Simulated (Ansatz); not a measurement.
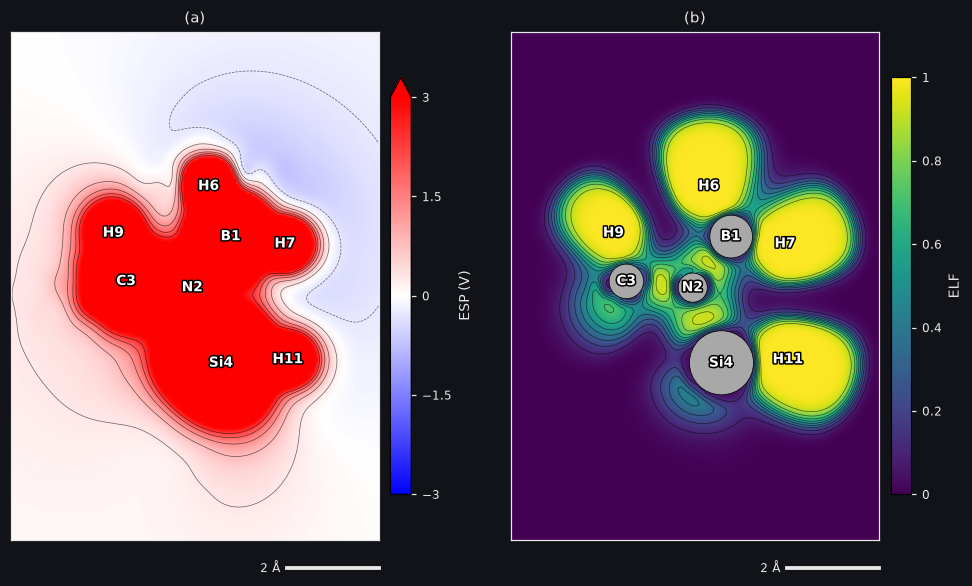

Figure 1: C₂H₁₀BNSi (SMILES BN(C)[SiH2]C). (a) electrostatic potential; (b) ELF on the plane of atoms N2, B1 and H7. Grey discs cover the atomic cores in the ELF map.

Geometry: PBE0-D4/def2-TZVP.

Computed with Ansatz, RKS PBE0-D4/def2-TZVPP.

```xyz
15

B    -1.6825   -0.6256   -1.0895
N    -0.8427   -0.1164   -0.0992
C    -1.0380   -0.4416    1.3083
Si    0.5088    0.9418   -0.4718
C     2.1394    0.1216   -0.0878
H    -2.5901   -1.3472   -0.7788
H    -1.4829   -0.3344   -2.2340
H    -0.1829   -0.9917    1.7141
H    -1.9274   -1.0613    1.4245
H    -1.1657    0.4655    1.9079
H     0.4207    1.3081   -1.9043
H     0.3714    2.1628    0.3730
H     2.9652    0.8002   -0.3178
H     2.2684   -0.7852   -0.6834
H     2.2162   -0.1472    0.9683
```

Read the bonding off the picture.

- The plane passes through B, N, C, Si and H nuclei.
- B–N (1.39 Å): the ELF peaks at about 0.90 between the atoms, as expected for a short, strongly polar bond.
- C–N (1.46 Å): the ELF peaks at about 0.90 between the atoms (a shared electron pair).
- Si–N (1.76 Å): the ELF peaks at about 0.95 between the atoms (a shared but strongly polarised pair).
- C–H (1.09 Å): the ELF climbs to about 1 towards the hydrogen, as it does in any bond to H (an ordinary covalent bond to hydrogen).
- B–H (1.20 Å): the ELF climbs to about 1 towards the hydrogen: a covalent bond by its length.
- Outside the dense part of the molecule the potential is most negative (−0.7 V) near H7.
